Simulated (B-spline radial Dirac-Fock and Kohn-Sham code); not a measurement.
# Inner shells of Rb

Wanted for neutral rubidium: its X-ray form factor and Compton profile and the binding energy of each subshell.

Program: B-spline radial Dirac-Fock and Kohn-Sham code, version 2. Model: a free atom or ion on a radial basis; each step names its model. All values are calculated, but those marked as tabulated.

### 1 The system

Neutral rubidium, configuration [Kr] 5s1.

| Item | Value |
| --- | --- |
| nuclear charge | 37 |
| electrons | 37 |
| mass number | 85 |
| nuclear rms radius | 4.2036 fm |

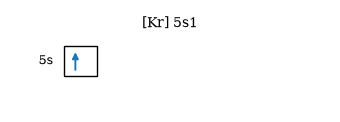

The shells outside the core; arrows follow Hund's rule for the drawing alone (heavy ions are jj-coupled), while the calculation averages over the configuration.

### 2 Form factor and Compton profile

Model: Dirac-Fock average of configuration, finite nucleus; form factor of the spherical density, Waller-Hartree incoherent function, impulse-approximation Compton profiles.

The run's settings:

```ini
task = scatter
Z = 37
charge = 0
configuration = 1s2 2s2 2p6 3s2 3p6 3d10 4s2 4p6 5s1
mass_number = 85
rms_radius = 4.2036  # fm
s = [0.0, 0.05, 0.1, 0.15, 0.2, 0.25, 0.3, 0.35, 0.4, 0.45, 0.5, 0.6, 0.7, 0.8, 0.9, 1.0, 1.1, 1.2, 1.4, 1.6, 1.8, 2.0, 2.5, 3.0, 3.5, 4.0, 5.0, 6.0]  # 1/A
pz = [0, 0.1, 0.2, 0.3, 0.4, 0.5, 0.6, 0.8, 1.0, 1.2, 1.4, 1.6, 1.8, 2.0, 2.5, 3.0, 4.0, 5.0, 7.0, 10.0, 15.0, 20.0, 30.0, 40.0, 60.0, 100.0]  # a.u.
photon_energy = [1000, 2000, 5000, 8047.8, 10000, 17479.3, 20000, 30000, 50000, 100000, 200000, 500000, 1000000]  # eV
```

From the run's result record (rounded, not every field):

```text
{
  "status": "converged",
  "form_factor [e]": [37.0, 35.948, 33.907, 31.681, 29.368, 27.148, 25.158, 23.432, 21.934, 20.605, 19.391, 17.167, 15.126, 13.271, 11.644, 10.269, 9.1461, 8.2507, 6.9967, 6.2089, 5.6561, 5.2011, 4.1682, 3.2384, 2.5063, 1.9927, 1.4365, 1.1857],
  "incoherent": [-3.9861e-12, 1.357, 3.2131, 5.1492, 7.0272, 8.7678, 10.384, 11.857, 13.169, 14.331, 15.375, 17.237, 18.915, 20.452, 21.856, 23.131, 24.282, 25.316, 27.062, 28.444, 29.553, 30.467, 32.194, 33.383, 34.194, 34.75, 35.441, 35.874],
  "compton_total [1/a.u.]": [9.0852, 8.5034, 7.4097, 6.6255, 6.2051, 5.9084, 5.5991, 4.8827, 4.1645, 3.5637, 3.1144, 2.7981, 2.5778, 2.4174, 2.1256, 1.865, 1.3655, 0.97486, 0.53619, 0.27287, 0.11204, 0.053615, 0.016783, 0.00651, 0.0013415, 0.00012986],
  "shells": ["1s1/2", "2s1/2", "2p1/2", "2p3/2", "3s1/2", "3p1/2", "3p3/2", "3d3/2", "3d5/2", "4s1/2", "4p1/2", "4p3/2", "5s1/2"],
  "occupation": [2.0, 2.0, 2.0, 4.0, 2.0, 2.0, 4.0, 4.0, 6.0, 2.0, 2.0, 4.0, 1.0],
  "mean_momentum [a.u.]": [32.401, 11.177, 15.037, 14.644, 4.9344, 5.8545, 5.7385, 6.5311, 6.4861, 1.6807, 1.755, 1.7164, 0.35728],
  "r2 [bohr^2]": 66.797,
  "r_inverse [1/bohr]": 194.54,
  "r1 [bohr]": 29.559,
  "coherent [b]": [850.84, 751.61, 493.99, 343.18, 277.31, 139.26, 116.03, 65.71, 29.304, 8.8863, 2.4951, 0.42548, 0.10804],
  "incoherent_cross_section [b]": [0.98277, 2.2872, 5.8414, 8.3897, 9.6516, 13.052, 13.823, 15.762, 17.12, 16.744, 14.54, 10.601, 7.7885]
}
```

The scattering functions against s = sin θ / λ:

```
s (1/Å)  f (e)  f / N   S(s)  f, tabulated
      0  37.00  1.000      0         37.00
  0.100  33.91  0.916  3.213         33.91
  0.200  29.37  0.794  7.027         29.37
  0.300  25.16  0.680  10.38         25.16
  0.400  21.93  0.593  13.17         21.93
  0.500  19.39  0.524  15.37         19.39
  0.700  15.13  0.409  18.91         15.13
  0.900  11.64  0.315  21.86         11.64
   1.10  9.146  0.247  24.28         9.145
   1.40  6.997  0.189  27.06         7.002
   1.80  5.656  0.153  29.55         5.655
   2.50  4.168  0.113  32.19         4.152
   3.50  2.506  0.068  34.19         2.526
   5.00  1.436  0.039  35.44         1.406
```

Tabulated: Waasmaier and Kirfel, Acta Cryst. A51, 416 (1995).

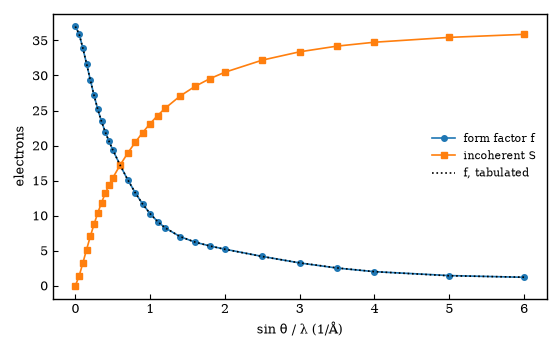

Form factor and incoherent scattering function.

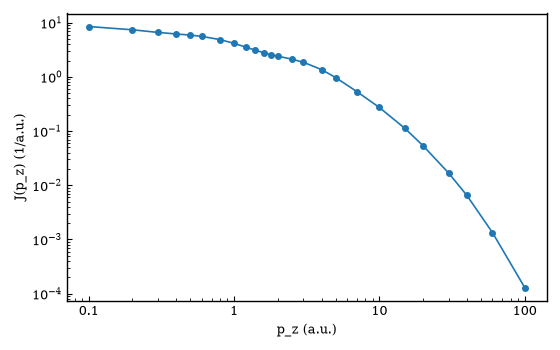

Compton profile, summed over all shells.

### 3 Hole states by ΔSCF

Model: Dirac-Fock average of configuration, Delta-SCF, finite nucleus, first-order Breit with its frequency dependence, self-energy and vacuum polarisation.

Recorded inputs:

```ini
task = binding
```

From the run's result record (rounded, not every field):

```text
{
  "status": "converged",
  "shells": ["K", "L1", "L2", "L3", "M1", "M2", "M3", "M4", "M5", "N1", "N2", "N3", "O1"],
  "total_energy_parts [Ha]": [-2979.80549, 1.73598528, -0.167568986, -0.00828253809, 1.16272965, -0.120503781],
  "koopmans [eV]": [15296.4, 2108.92, 1905.25, 1843.96, 341.773, 267.169, 257.553, 127.237, 125.603, 42.6207, 22.6483, 21.6677, 3.8108],
  "dirac_coulomb [eV]": [15241.3, 2080.87, 1874.6, 1813.86, 332.282, 257.617, 248.229, 117.41, 115.869, "-", 20.9294, 20.0088, 3.80021],
  "gaunt [eV]": [-25.923, -1.95013, -3.65589, -2.5782, -0.191006, -0.417817, -0.248229, -0.0243975, 0.0446885, "-", -0.0241384, -0.00774818, -0.000263517],
  "retardation [eV]": [1.72753, 0.0860545, 0.396546, 0.396551, 0.00190669, 0.0463464, 0.0460683, -0.0054059, -0.0054107, "-", 0.00256134, 0.00258272, -9.41136e-05],
  "breit_frequency [eV]": [0.0985229, -0.012771, -0.00262756, 0.0425718, -0.0024928, -0.00146573, 0.00605585, -0.00149128, -0.00130537, "-", -0.000282181, 0.000480945, -2.76463e-05],
  "self_energy [eV]": [-13.249, -1.46549, 0.1571, 0.0259748, -0.244753, 0.0312128, 0.0109663, 0.0276593, 0.0224326, "-", 0.00660045, 0.00454833, -0.00143837],
  "vacuum_polarisation [eV]": [1.40693, 0.144734, -0.00931277, -0.0110086, 0.0235583, -0.00221313, -0.00251427, -0.00208769, -0.00206554, "-", -0.000522961, -0.000548722, 0.000141103],
  "binding [eV]": [15205.4, 2077.67, 1871.48, 1811.74, 331.869, 257.273, 248.042, 117.404, 115.927, "-", 20.9136, 20.0081, 3.79853],
  "mean_radius [bohr]": [0.040278, 0.17706, 0.152311, 0.156341, 0.507245, 0.509465, 0.519245, 0.520782, 0.524441, 1.47276, 1.70349, 1.73915, 5.54499],
  "screened [eV]": [15200.7, 2072.99, 1866.78, 1807.04, 327.218, 252.583, 243.351, 112.715, 111.238, 36.121, "-", "-", "-"],
  "screening_orbital": "5s"
}
```

total_energy_parts: Dirac-Coulomb, Gaunt, retardation, frequency dependence, self-energy, vacuum polarisation. Blank entries are hole states that did not converge, or in which two open shells of one symmetry are about equally filled, where the average of configuration falls too low.

The binding energies by parts, in eV; the parts add up.

```csv
level,-ε,relaxation,Breit,QED,binding,screened,tabulated edge
K (1s),15296.4,-55.08,-24.10,-11.84,15205.4,15200.7,15200.0
L1 (2s),2108.9,-28.05,-1.88,-1.32,2077.7,2073.0,2065.0
L2 (2p1/2),1905.2,-30.65,-3.26,0.15,1871.5,1866.8,1864.0
L3 (2p3/2),1844.0,-30.09,-2.14,0.01,1811.7,1807.0,1804.0
M1 (3s),341.8,-9.49,-0.19,-0.22,331.9,327.2,326.7
M2 (3p1/2),267.2,-9.55,-0.37,0.03,257.3,252.6,248.7
M3 (3p3/2),257.6,-9.32,-0.20,0.01,248.0,243.4,239.1
M4 (3d3/2),127.2,-9.83,-0.03,0.03,117.4,112.7,113.0
M5 (3d5/2),125.6,-9.73,0.04,0.02,115.9,111.2,112.0
N2 (4p1/2),22.65,-1.72,-0.02,0.01,20.91,–,16.30
N3 (4p3/2),21.67,-1.66,0.00,0.00,20.01,–,15.30
O1 (5s),3.81,-0.01,0.00,0.00,3.80,–,–
```

Screened: the electron is put into 5s and not removed, as a hole screened by valence charge.

Edges: Elam, Ravel and Sieber, Radiat. Phys. Chem. 63, 121 (2002); they refer to the element in its standard state, for a metal from the Fermi level.

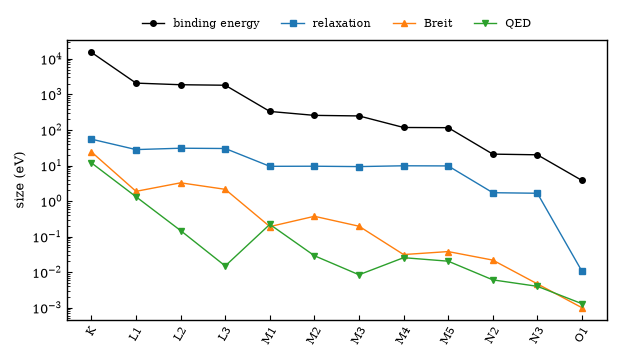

Binding energies and the sizes of their corrections, level by level (signs dropped).

X-ray lines as differences of these levels:

```
        line  energy (eV)  tabulated (eV)  miss (%)
 Kβ2' (K-N3)      15185.4         15185.7      0.00
Kβ2'' (K-N2)      15184.5         15184.9      0.00
  Kβ1 (K-M3)      14957.4         14961.2     -0.03
  Kβ3 (K-M2)      14948.1         14952.3     -0.03
  Kα1 (K-L3)      13393.7         13395.3     -0.01
  Kα2 (K-L2)      13333.9         13335.8     -0.01
 Lγ3 (L1-N3)       2057.7          2051.1     +0.32
 Lγ2 (L1-N2)       2056.8          2050.3     +0.31
 Lβ3 (L1-M3)       1829.6          1826.6     +0.17
 Lβ4 (L1-M2)       1820.4          1817.7     +0.15
 Lβ7 (L3-O1)       1807.9               –         -
 Lβ1 (L2-M4)       1754.1          1752.1     +0.11
 Lα1 (L3-M5)       1695.8          1694.1     +0.10
 Lα2 (L3-M4)       1694.3          1692.6     +0.10
```

Tabulated lines: xraylib 4.2.

### 4 Results

| quantity | value |
| --- | --- |
| rms radius of the electron cloud | 1.34 bohr |
| form factor halves at | 0.54 1/Å |
| Compton profile at zero | 9.085 1/a.u. |
| deepest level listed, K (1s) | 15205.4 eV |
| least bound, O1 (5s) | 3.80 eV |
| Kα1 | 13393.7 eV |
| ionisation energy, NIST (measured) | 4.17713 eV |

**Reading.** The form factor starts at the 37 electrons and halves by s = 0.54 1/Å. Incoherent scattering outweighs coherent from 100 keV on, among the energies asked. Up to 2 1/Å f stays within 0.25 % of the table. For K (1s), relaxation takes off 55.1 eV, Breit terms shift it by -24.10 and QED by -11.84 eV. NIST's ionisation energy differs by +0.38 eV from the least binding energy; correlation is missing from the calculation. Kα1 misses the table by -1.6 eV. The Hartree-Fock and Dirac-Fock values hold no electron correlation.
